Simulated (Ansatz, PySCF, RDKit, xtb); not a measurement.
# BNH2SF: from the formula to a structure

Task: start from the formula BNH2SF (odd number of electrons), draw up candidate structures, narrow them down in stages, and characterise the one that lies lowest at 298.15 K.

Plan: many cheap relaxations first (GFN2-xTB), then density-functional screening, relaxation at B3LYP-D3(BJ)/def2-SVP, vibrations and a final energy. The numbers are computed, not measured.

3 further runs of the same task are left out: 3 set aside as unsound or not needed.

### Step 1. Drawing up candidates

All bonding patterns within simple valence rules are listed by program: one Lewis structure each, at most two rings and one unusual centre or charged pair. O–O, O–halogen and N–halogen bonds and N–N–N chains are not drawn. That gives 35 candidates.

c099 NS[B]F; c180 [N]=[BH-][SH+]F; c195 FBN[S]; c199 [NH]SBF; c211 F[B-]1=[S][NH2+]1; c212 B[N]SF; c214 F[B@@H-]1[NH+]=[S]1; c217 FB1N[SH]1; c249 B=N[SH]F; c250 F/B=N\[SH2]; c255 [B]=[S@](N)F; c271 N[B]SF; c296 F[S@@H]1[B]N1; c305 [NH]BSF; c341 [N]=[S+][BH2-]F; c441 NB(F)[S]; c451 F[B@@H-]1[N][SH+]1; c473 B[S@](=[N])F; c501 N=[SH][B]F; c526 F[S]1BN1; c543 [BH][S@](=N)F; c552 F[S@+]1[BH2-][N]1; c577 F[B]NS; c604 [B]=[S@H](=N)F; c660 FB[N]S; c682 F[S@@H]1B[N]1; c705 F[BH2-][N+]#[S]; c766 [N]=[SH]BF; c773 [BH]NSF; c857 [NH]B(F)S; c864 N=B[SH]F; c955 [BH][S@H](#N)F; c985 F[B][NH2+][S-]; c990 [N]=[B-](F)[SH2+]; c999 F/B=N/[SH2].

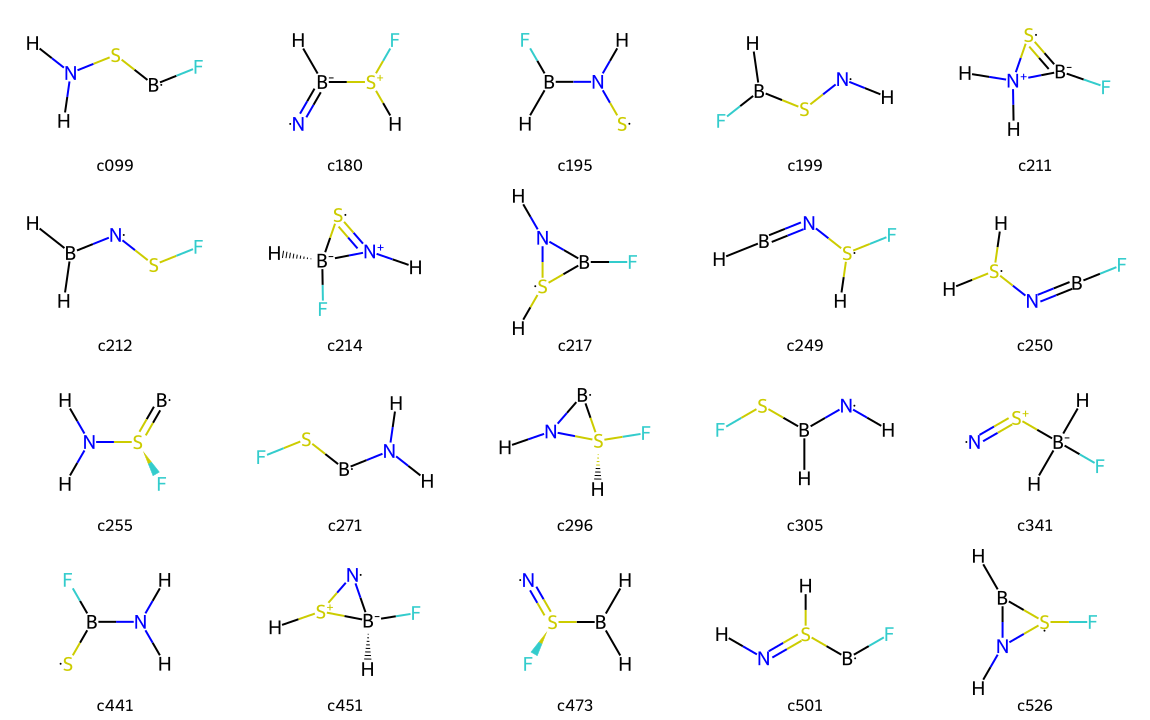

Structural formulas of the candidates (the first 20).

Candidates are built by distance geometry, with a force field where one applies, in up to four conformers (letters a to d). 4 starts with atoms placed at random are added, to find patterns that the rules miss.

**Question.** With final energies at CCSD(T)/def2-SVP + MP2/def2-TZVPP - MP2/def2-SVP, which structure will this search put lowest in free energy, and by what margin?

| quantity | value |
| --- | --- |
| lowest structure found | NB(F)[S], doublet, Cs |
| next finalist | FBN[S], doublet, 25.1 kcal/mol higher in G |
| share at equilibrium, among the finalists | 100.0 % |
| harmonic wavenumbers, lowest and highest (B3LYP-D3(BJ)/def2-SVP) | 271 and 3709 cm⁻¹ |
| rotational constants, same geometry | 0.3245, 0.1517, 0.1034 cm⁻¹ |
| dipole moment (PBE0/def2-TZVPD) | 2.57 D |
| HOMO energy (highest over α and β) (PBE0/def2-TZVPD) | -7.37 eV |
| LUMO energy (lowest over α and β) (PBE0/def2-TZVPD) | -4.42 eV |
| lowest excitation (TD-B3LYP/def2-SVPD) | 0.29 eV (f = 0.000) |
| vertical ionisation energy (to the singlet cation) | 11.26 eV |
| vertical electron affinity | 2.34 eV |
| vertical quartet less doublet | +6.09 eV |

The lowest structure found is `NB(F)[S]`. The margin of 25.1 kcal/mol over the next finalist is beyond the usual error of the last level; it says nothing of structures that weren't ranked. GFN2-xTB, HF/STO-3G, r2SCAN-D4/def2-SVP, B3LYP-D3(BJ)/def2-SVP, HF/def2-SVP and MP2/def2-SVP already put its bonding pattern lowest among the structures in one piece. The stability test raises a flag; for an open shell a flag towards a general spinor solution can be the free rotation of the spin. Lowest found is not proven lowest: the search is finite, and each finalist counts with one conformer. Patterns outside the rules of the enumeration were met only by chance.
